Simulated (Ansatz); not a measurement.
## IrCl2 (1T sheet): how robust is the cRPA U?

Wanted: the sensitivity and cost of U and J for IrCl2 (1T sheet).

Program: Ansatz 0.2.0. Level of theory: constrained RPA on LDA, plane waves, PAW. Results are calculated unless marked as measured.

**1. Set-up**

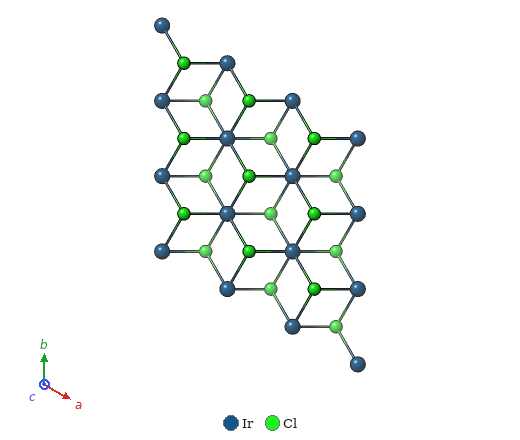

The cell as given, from above (iridium blue, chlorine green). 3×3×1 cells are drawn. Some periodic images of atoms are drawn too.

The cell holds 3 atoms: 1 Ir and 2 Cl. Cell: a = 3.625 Å, b = 3.625 Å, c = 30.112 Å, α = 90.0°, β = 90.0°, γ = 120.0°. Vacuum lies along c.

The structure was relaxed with LDA. The structure was generated from a model, not taken from a measurement. The runs that relaxed it are not among those shown. The program's search for lower electronic states was switched off, so nothing shows that the state found is the lowest. Spin-orbit coupling is left out unless a step names it. The default PAW set here is soft_2. Its files were made with PBE. The Coulomb interaction is cut off across the vacuum.

**2. Base: Ir eg, bands v1 to c1, 6×6×1 mesh, medium accuracy**

Constrained RPA screens the interaction with every transition except those inside the target bands, which a later many-body model would treat itself.

input.yaml reads:

```yaml
crystal:
  lattice:
    - [0.0, 2.56290974, 2.56290974]
    - [2.56290974, -2.56290974, 0.0]
    - [17.38503569, 17.38503569, -17.38503569]
  atoms:
    - { symbol: Ir, position: [0.0, 0.0, 0.3180797022] }
    - { symbol: Cl, position: [0.3333333333, 0.6666666667, 0.3568717221] }
    - { symbol: Cl, position: [0.6666666667, 0.3333333333, 0.2792876823] }
  periodic: [true, true, false]
kpoints:
  mp_grid: { grid: [6, 6, 1] }
hamiltonian:
  xc: lda
scf:
  occupations: { method: gaussian, width: 0.08 }
  n_extra_bands: 19
  max_iter: 150
  lower_state_search: "off"
output:
  crpa:
    kmesh: [6, 6, 1]
    target_bands: [v1, c1]
    projections: [{ species: Ir, l: d, shell: 5, orbitals: [dz2, dx2-y2] }]
  local_orbitals:
    kmesh: [12, 12, 1]
    orbitals: [{ species: Ir, l: d, shell: 5, orbitals: [dz2, dx2-y2] }]
    window: { bands: [v1, c1] }
    seedname: lo
```

Started as:

```console
> ansatz run input.yaml --threads 8 --pin off --max-ram 14745MiB --backend cpu --events-out ev --progress --plain --runs-dir out
```

Numbers of over 12 decimals in the logs are rounded to 6 here.

The log of the run:

```text
scf.n_extra_bands = 19 over 16 filled bands (N_el = 31.0): the run solves 35 bands
Engine: ansatz 0.2.0, aarch64-unknown-linux-gnu
Pseudopotentials: kind: paw
Pseudopotential: Ir, paw, valence charge 17, recommended cutoff 420 eV (normal), Ir.paw.azcp
Pseudopotential: Cl, paw, valence charge 7, recommended cutoff 420 eV (normal), Cl.paw.azcp
Functional definition: SPW92
  exchange = slater_x
  correlation = pw_c
Crystal: 3 atoms, lattice volume = 342.581 Å³
Basis set: ecut = 420 eV, 6593 PW (Γ)
Bands: 35, of which v1, the nominal top of the filled ones, is band 16 counted from 1 (15 counted from 0)
Symmetry: 12 space group operations
Space group: P-3m1 (ITA 164), of the structure as read, at distance tolerance 7.0e-5 Å
k-points: 7 of 36
Non-local potential: Ir, projectors of the file, l = 0: 3, l = 1: 2, l = 2: 2, l = 3: 1
Non-local potential: Cl, projectors of the file, l = 0: 2, l = 1: 2, l = 2: 2
PAW form: soft (Blöchl's): semilocal exchange-correlation on the pseudo side does not see the compensation charge
PAW frozen core: Ir, regenerated for the run's functional, and the local potential with it (the file was generated under x = pbe(κ = 0.804, μ = 0.219515), c = pbe(β = 0.066725))
PAW frozen core: Cl, regenerated for the run's functional, and the local potential with it (the file was generated under x = pbe(κ = 0.804, μ = 0.219515), c = pbe(β = 0.066725))
PAW one-centre angular grid: Ir, 590 points (default); XC on 64 Gauss nodes
PAW one-centre angular grid: Cl, 110 points (default); XC on 64 Gauss nodes
Initial density: superposition of atomic densities (neutral atoms: chi_scale 0, normalization atom), corrected by the library's trained network
Initial wavefunctions: pseudopotential atomic-orbital guess
Functional: x = slater, c = lda
SCF iter   1: F=—  HF=-13751.008411 eV  |F-HF|=—  |Δ(HF+E_count)|=         —  Δρ=4.02e-3  dr2=2.87e-2  ethr=1.77e-3  ⟨swp⟩=11.3  Hψ=1883  notcnv=0  defer=55
preconditioner: auto → LDOS  [metal: Δε(μ)=0.070 eV  Ē_g=14.394 eV  σ=0.080 eV  W_gap=0.45  n_scr=16 (ndim 8)  ℏωp=9.6 eV  f_vac=0.804  D(μ)=6.39/eV (n_scr^D=16)  β→1.0]
SCF iter   2: F=—  HF=-13751.005601 eV  |F-HF|=—  |Δ(HF+E_count)|=   2.81e-3  Δρ=2.21e-3  dr2=1.33e-2  ethr=9.25e-5  ⟨swp⟩=3.0  Hψ=523  notcnv=0  defer=86
SCF iter   3: F=—  HF=-13751.001441 eV  |F-HF|=—  |Δ(HF+E_count)|=   4.16e-3  Δρ=4.80e-4  dr2=8.58e-4  ethr=4.28e-5  ⟨swp⟩=3.3  Hψ=373  notcnv=0  defer=86
SCF iter   4: F=—  HF=-13751.001379 eV  |F-HF|=—  |Δ(HF+E_count)|=   6.21e-5  Δρ=1.98e-4  dr2=2.06e-4  ethr=2.77e-6  ⟨swp⟩=3.1  Hψ=276  notcnv=0  defer=86
SCF iter   5: F=—  HF=-13751.001354 eV  |F-HF|=—  |Δ(HF+E_count)|=   2.46e-5  Δρ=9.89e-5  dr2=6.37e-5  ethr=6.64e-7  ⟨swp⟩=2.7  Hψ=294  notcnv=0  defer=86
SCF iter   6: F=—  HF=-13751.001354 eV  |F-HF|=—  |Δ(HF+E_count)|=   6.93e-7  Δρ=7.07e-5  dr2=3.71e-5  ethr=2.05e-7  ⟨swp⟩=1.9  Hψ=265  notcnv=0  defer=86
SCF iter   7: F=—  HF=-13751.001356 eV  |F-HF|=—  |Δ(HF+E_count)|=   2.17e-6  Δρ=4.45e-5  dr2=9.98e-6  ethr=1.20e-7  ⟨swp⟩=2.1  Hψ=238  notcnv=0  defer=86
SCF iter   8: F=—  HF=-13751.001360 eV  |F-HF|=—  |Δ(HF+E_count)|=   4.04e-6  Δρ=1.87e-5  dr2=1.72e-6  ethr=3.22e-8  ⟨swp⟩=2.4  Hψ=235  notcnv=0  defer=86
SCF iter   9: F=—  HF=-13751.001361 eV  |F-HF|=—  |Δ(HF+E_count)|=   1.20e-6  Δρ=6.32e-6  dr2=1.04e-7  ethr=5.55e-9  ⟨swp⟩=3.7  Hψ=327  notcnv=0  defer=86
SCF iter  10: F=-13751.001361 eV  HF=-13751.001361 eV  |F-HF|=6.25e-9  |Δ(HF+E_count)|=   1.20e-7  Δρ=1.78e-6  dr2=1.27e-8  ethr=3.23e-10  ⟨swp⟩=19.0  Hψ=1944  notcnv=0
SCF 1 converged in 10 iterations: F = -13751.001361 eV  dr2 = 1.27e-8
[...]
NSCF: frozen V_eff on 22 k-points
NSCF: frozen V_eff on 7 k-points
[...]
cRPA screening: q 1/36
cRPA screening: q 2/36
cRPA screening: q 8/36 (q-point 3)
cRPA screening: q 14/36 (q-point 4)
cRPA screening: q 17/36 (q-point 8)
cRPA screening: q 23/36 (q-point 9)
cRPA screening: q 35/36 (q-point 15)
SCF converged after 10 iterations
Free energy (F): -13751.001361 eV
Harris-Foulkes:  -13751.001361 eV  (|F-HF|=6.25e-9)
Internal energy: -13750.977442 eV  (E = F + TS)
E sigma→0 (E₀):  -13750.989402 eV
Entropy (-TS):   -0.023919 eV (-7.973 meV/atom)
Fermi energy:    -4.291030 eV
--- Per-component energies (eV) ---
  E_band       = -782.335648
  E_kinetic    = 950.377111
  E_local      = -51563.075820  (includes V_loc(G=0)·N_el)
  E_nonlocal   = 142.471798
  E_hartree    = 25232.486410
  E_xc         = -477.027716
  E_vxc        = -541.190150  (∫ρ·V_xc dr)
  E_paw        = -10204.618424  (= ΣΔE_a)
  E_vpaw       = -235.891597  (= ΣTr[D̂ρ^β])
  E_aug_tail   = 0.000261  (compensation charges beyond the density's cutoff)
  E_ewald      = 22167.616352
  E_core_change = 0.792586  (= ΣΔE_core)
  E_smearing   = -0.023919  (= −TS)
  E_closure    = -0.000000  (closes the sum)
  Σ components = -13751.001361   (vs F -13751.001361, Δ=0.00e0)
--- Band table (eV; the first three rows and the last of 7) ---
  k-point 0: bands = [... 12 lower, -7.4701, -7.4701, -6.1747, -3.5688, -3.5688, -2.0534, -0.9406, -0.4833, ... 15 higher]
  k-point 1: bands = [... 12 lower, -7.2073, -6.8880, -5.9374, -4.3321, -3.8286, -1.2457, -0.2697, 0.1836, ... 15 higher]
  k-point 2: bands = [... 12 lower, -7.1651, -6.5315, -6.1842, -4.3400, -3.8823, -0.7450, 0.1869, 1.0335, ... 15 higher]
  k-point 6: bands = [... 12 lower, -7.0645, -6.2316, -6.2316, -4.1914, -4.1914, 0.1074, 2.1745, 2.4494, ... 15 higher]
  the weakly bound empty levels are not read free of the cell's end (no_gap_told)
--- cRPA (band scheme, projected local orbitals): target bands 16..17 (1-based), 2 Wannier function(s), 6×6×1 mesh, 34 bands' worth read of 39 solved, ecut_chi 136.0 eV, v(q+G=0) probe_charge, pair densities all_electron ---
  χ-basis size per q: N_G = 1212..1264
  window electrons = 1.0000, filled by tetrahedron_uncorrected; constrained ε̄⁻¹(q = 0, 0) head = 0.633822; min gauge Gram eig = 0.4628
  Kanamori averages over each shell's own Wannier functions (sites counted from 0, functions from 1):
    Site 0, 5D, 2 of 5 d orbitals (Wannier functions 1, 2; wannier90's mr 1, 4):
      screened: U = 2.6558 eV, U' = 2.1551 eV, J = 0.2504 eV
      screened, to within: U = 8.8e-3 eV, U' = 8.8e-3 eV, J = 5.6e-4 eV
      bare: V = 9.3002 eV, V' = 8.4318 eV, J = 0.4342 eV
  Hermiticity witness max|P − P†| over intra, direct and exchange elements: 1.78e-15 eV (screened), 2.76e-17 eV (bare)
  Reality witness max|Im| over intra, direct and exchange elements: 2.25e-16 eV (screened), 3.61e-17 eV (bare)
```

Run time: 48 s. Hardware: 8 threads of Arm Neoverse V2, shared host; peak memory 2.6 GiB; 5.8 min of CPU time.

This step gave:

| Quantity | Value |
| --- | --- |
| U | 2.656 eV |
| U prime (inter-orbital) | 2.155 eV |
| J | 0.2504 eV |
| bare V | 9.300 eV |
| bare J | 0.4342 eV |
| stated bound on U | 0.008732 eV |
| U over bare V | 0.2856 |
| electrons in the window | 1.0000 |
| head of the constrained inverse dielectric matrix | 0.6338 |
| least eigenvalue of the projection's overlap | 0.4628 |
| target functions | 2 |
| bands in the sums | 34 |
| r.m.s. miss of the model bands | 3.22e-4 eV |
| width of the target bands | 0.9653 eV |
| weight of the projected orbitals in the window | 0.5832 |

On the Ir eg shell, screening brings the on-site interaction from 9.3 eV down to U = 2.66 eV.

**3. Changed: 9×9×1 mesh**

input.yaml, as its differences from that of step 2:

```diff
@@ -21,9 +21,4 @@
   crpa:
-    kmesh: [6, 6, 1]
+    kmesh: [9, 9, 1]
     target_bands: [v1, c1]
     projections: [{ species: Ir, l: d, shell: 5, orbitals: [dz2, dx2-y2] }]
-  local_orbitals:
-    kmesh: [12, 12, 1]
-    orbitals: [{ species: Ir, l: d, shell: 5, orbitals: [dz2, dx2-y2] }]
-    window: { bands: [v1, c1] }
-    seedname: lo
```

The log of the run:

```text
[...]
Crystal: 3 atoms, lattice volume = 342.581 Å³
Basis set: ecut = 420 eV, 6593 PW (Γ)
Bands: 35, of which v1, the nominal top of the filled ones, is band 16 counted from 1 (15 counted from 0)
Symmetry: 12 space group operations
[...]
k-points: 7 of 36
[...]
SCF iter   1: F=—  HF=-13751.008411 eV  |F-HF|=—  |Δ(HF+E_count)|=         —  Δρ=4.02e-3  dr2=2.87e-2  ethr=1.77e-3  ⟨swp⟩=11.3  Hψ=1883  notcnv=0  defer=55
[...]
SCF iter  10: F=-13751.001361 eV  HF=-13751.001361 eV  |F-HF|=6.25e-9  |Δ(HF+E_count)|=   1.20e-7  Δρ=1.78e-6  dr2=1.27e-8  ethr=3.23e-10  ⟨swp⟩=19.0  Hψ=1944  notcnv=0
SCF 1 converged in 10 iterations: F = -13751.001361 eV  dr2 = 1.27e-8
[...]
NSCF: frozen V_eff on 12 k-points
[...]
cRPA screening: q 1/81
cRPA screening: q 2/81
cRPA screening: q 8/81 (q-point 3)
cRPA screening: q 14/81 (q-point 4)
cRPA screening: q 20/81 (q-point 5)
[...]
Internal energy: -13750.977442 eV  (E = F + TS)
E sigma→0 (E₀):  -13750.989402 eV
Entropy (-TS):   -0.023919 eV (-7.973 meV/atom)
Fermi energy:    -4.291030 eV
[...]
--- Band table (eV; the first three rows and the last of 7) ---
  k-point 0: bands = [... 12 lower, -7.4701, -7.4701, -6.1747, -3.5688, -3.5688, -2.0534, -0.9406, -0.4833, ... 15 higher]
  k-point 1: bands = [... 12 lower, -7.2073, -6.8880, -5.9374, -4.3321, -3.8286, -1.2457, -0.2697, 0.1836, ... 15 higher]
  k-point 2: bands = [... 12 lower, -7.1651, -6.5315, -6.1842, -4.3400, -3.8823, -0.7450, 0.1869, 1.0335, ... 15 higher]
  k-point 6: bands = [... 12 lower, -7.0645, -6.2316, -6.2316, -4.1914, -4.1914, 0.1074, 2.1745, 2.4494, ... 15 higher]
  the weakly bound empty levels are not read free of the cell's end (no_gap_told)
[...]
χ-basis size per q: N_G = 1206..1266
[...]
Site 0, 5D, 2 of 5 d orbitals (Wannier functions 1, 2; wannier90's mr 1, 4):
      screened: U = 2.6641 eV, U' = 2.1638 eV, J = 0.2502 eV
      screened, to within: U = 8.8e-3 eV, U' = 8.8e-3 eV, J = 5.4e-4 eV
      bare: V = 9.2718 eV, V' = 8.4044 eV, J = 0.4337 eV
[...]
[key lines of the parts left out:]
SCF converged after 10 iterations
Free energy (F): -13751.001361 eV
```

Elapsed: 1.9 min, on 8 threads; peak memory 2.8 GiB; 14 min of CPU time.

This step gave:

```yaml
u: 2.664 eV
u_prime_inter_orbital: 2.164 eV
j: 0.2502 eV
bare_v: 9.272 eV
bare_j: 0.4337 eV
stated_bound_on_u: 0.008714 eV
u_over_bare_v: 0.2873
electrons_in_the_window: 1.0000
head_of_the_constrained_inverse_dielectric_matrix: 0.6534
least_eigenvalue_of_the_projection_s_overlap: 0.4628
target_functions: 2
bands_in_the_sums: 34
width_of_the_target_bands: 0.9653 eV
weight_of_the_projected_orbitals_in_the_window: 0.5832
```

On the Ir eg shell, screening brings the on-site interaction from 9.3 eV down to U = 2.66 eV.

**4. Changed: 3×3×1 mesh**

input.yaml, as its differences from that of step 3:

```diff
@@ -21,3 +21,3 @@
   crpa:
-    kmesh: [9, 9, 1]
+    kmesh: [3, 3, 1]
     target_bands: [v1, c1]
```

The log of the run:

```text
[...]
Crystal: 3 atoms, lattice volume = 342.581 Å³
Basis set: ecut = 420 eV, 6593 PW (Γ)
Bands: 35, of which v1, the nominal top of the filled ones, is band 16 counted from 1 (15 counted from 0)
Symmetry: 12 space group operations
[...]
k-points: 7 of 36
[...]
the weakly bound empty levels are not read free of the cell's end (no_gap_told)
[...]
χ-basis size per q: N_G = 1212..1250
[...]
Site 0, 5D, 2 of 5 d orbitals (Wannier functions 1, 2; wannier90's mr 1, 4):
      screened: U = 2.7098 eV, U' = 2.1960 eV, J = 0.2569 eV
      screened, to within: U = 8.7e-3 eV, U' = 8.7e-3 eV, J = 6.0e-4 eV
      bare: V = 9.5817 eV, V' = 8.6977 eV, J = 0.4420 eV
[...]
[key lines of the parts left out:]
SCF converged after 10 iterations
Free energy (F): -13751.001361 eV
Fermi energy:    -4.291030 eV
```

Wall time 14 s (8 threads); peak memory 2.5 GiB.

Numbers from this step:

* U: 2.710 eV
* U prime (inter-orbital): 2.196 eV
* J: 0.2569 eV
* bare V: 9.582 eV
* bare J: 0.4420 eV
* stated bound on U: 0.008638 eV
* U over bare V: 0.2828
* electrons in the window: 1.000
* head of the constrained inverse dielectric matrix: 0.6024
* least eigenvalue of the projection's overlap: 0.4628
* target functions: 2
* bands in the sums: 34
* width of the target bands: 0.9653 eV
* weight of the projected orbitals in the window: 0.5832

On the Ir eg shell, screening brings the on-site interaction from 9.6 eV down to U = 2.71 eV.

**5. Changed: sums over states**

input.yaml, as its differences from that of step 4:

```diff
@@ -21,4 +21,7 @@
   crpa:
-    kmesh: [3, 3, 1]
+    kmesh: [6, 6, 1]
     target_bands: [v1, c1]
     projections: [{ species: Ir, l: d, shell: 5, orbitals: [dz2, dx2-y2] }]
+    accuracy: sum_over_states
+    n_empty_bands: 16
+    ecut_chi: 250
```

The log of the run:

```text
[...]
Crystal: 3 atoms, lattice volume = 342.581 Å³
Basis set: ecut = 420 eV, 6593 PW (Γ)
Bands: 35, of which v1, the nominal top of the filled ones, is band 16 counted from 1 (15 counted from 0)
Symmetry: 12 space group operations
[...]
k-points: 7 of 36
[...]
χ-basis size per q: N_G = 3015..3113
[...]
U and J over all bands: no bound (output.crpa.accuracy: sum_over_states); those below are of the sums over the bands read on the sphere of ecut_chi, with what the atoms add
[...]
Site 0, 5D, 2 of 5 d orbitals (Wannier functions 1, 2; wannier90's mr 1, 4):
      screened: U = 2.8951 eV, U' = 2.2998 eV, J = 0.2977 eV
      bare: V = 9.3002 eV, V' = 8.4318 eV, J = 0.4342 eV
[...]
[key lines of the parts left out:]
SCF converged after 10 iterations
Free energy (F): -13751.001361 eV
Fermi energy:    -4.291030 eV
```

The job ended after 14 s (8 threads; peak memory 1.2 GiB).

This variant gives U = 2.90 eV against 2.66 eV. It is a finite sum over empty states with no bound on its error and stays out of the table below.

(Part 1 of 2 ends here.)

[Paths, hosts, dates, memory and timing lines, banners, echoed tables and standing remarks are left out of the program output.]

[Logs are printed without paths, hosts, clocks, repeated set-up lines and the standing remarks that a program may print on its own settings, such as how far it seeks lower states.]

[Runs of the session that timed out or met a known fault of the program may be left out.]

[Hosts, paths, dates, database ids (printed as entryN), source tags and the programs' standing remarks are cut or masked in the printed files.]
